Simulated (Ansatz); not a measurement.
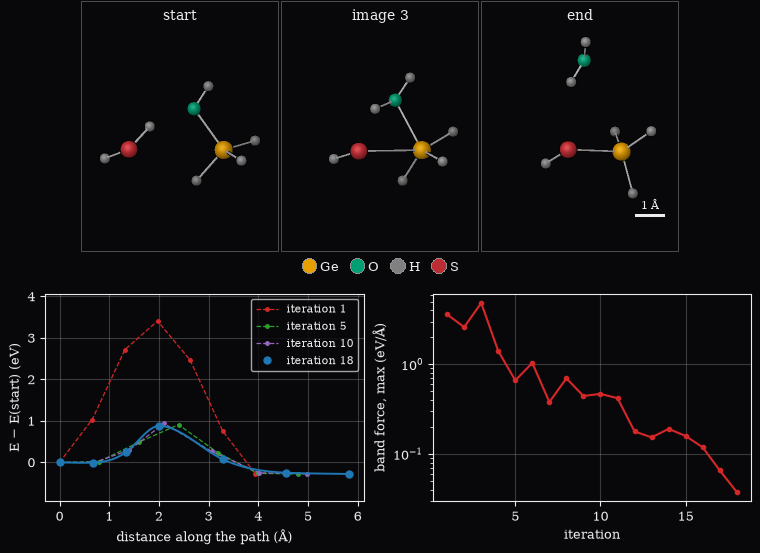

NEB run on GeH$_{6}$SO. Images are numbered from 0 (start) to 6 (end). The plot follows the band through its iterations. The picture is a ball-and-stick view, seen at a tilt.

Method: RKS PBE0-D4/def2-SVP in Ansatz 0.2.0. Settings: 5 movable images; climbing image.

Judge this run.

The run is converged, with reservations. The band converged in 18 iterations. The largest component of the band force went from 3.6 to 0.038 eV/Å. The climbing image converged on the top of the path. Its curvatures weren't checked. The largest force component is 0.22 eV/Å at the start and 0.29 eV/Å at the end; an end with forces this large is no minimum, and the barrier measured from it can be far off. The first iteration put the highest image at 3.41 eV. The highest point, image 3, lies 0.88 eV above the start and 1.16 eV above the end; the end is at −0.28 eV relative to the start.
